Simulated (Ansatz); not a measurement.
Sr (fcc, Cu type)

```
CELL_PARAMETERS angstrom
      0.00000     3.05008     3.05008
      3.05008     0.00000     3.05008
      3.05008     3.05008     0.00000
ATOMIC_POSITIONS crystal
  Sr 0.00000 0.00000 0.00000
```

Equation-of-state scan: isotropic scaling of the cell above, V₀ being its volume. Symmetry pins the atoms to their sites.

Level of theory: r2SCAN (plane waves to 500 eV, PAW, scalar-relativistic; Ansatz, a quantum-chemistry and plane-wave program). k mesh 13×13×13 (Γ-centred), Fermi-Dirac smearing 0.05 eV. Energies are smeared free energies. Compression counts positive. Sr was relaxed with its symmetry unable to fall. The PAW data are Ansatz's earlier set. The zero of ΔE is the relaxed starting cell.

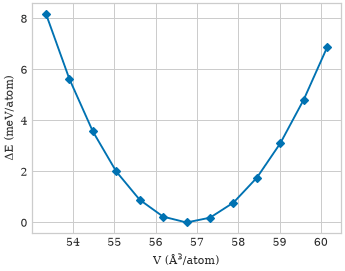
Figure: ΔE (meV/atom) against V (Å³/atom); one marker a computed point.

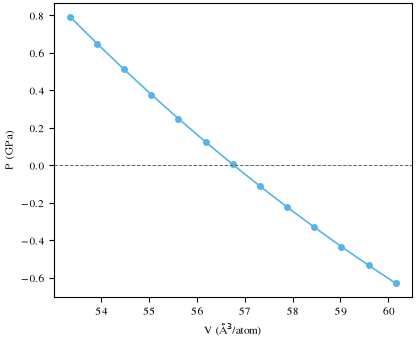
Figure. P (GPa) against V (Å³/atom); one marker a computed point.

The equilibrium volume of the fit comes out as 56.77 Å³/atom. The energy cost of the largest compression is 8 meV/atom. The bulk modulus B₀ (third-order Birch-Murnaghan fit) comes out as 11.8 GPa, the pressure at the smallest volume comes out as 0.8 GPa and the pressure for 5 % compression (fit) is 0.6 GPa.

P = (3B₀/2)(x⁷ − x⁵)[1 + ¾(B₀′ − 4)(x² − 1)] with x = (1/0.95)^(1/3), B₀ = 11.8 GPa and B₀′ = 2.64.

(A scan under strain: stresses follow from slopes of the energy per volume, elastic moduli from its curvatures.)
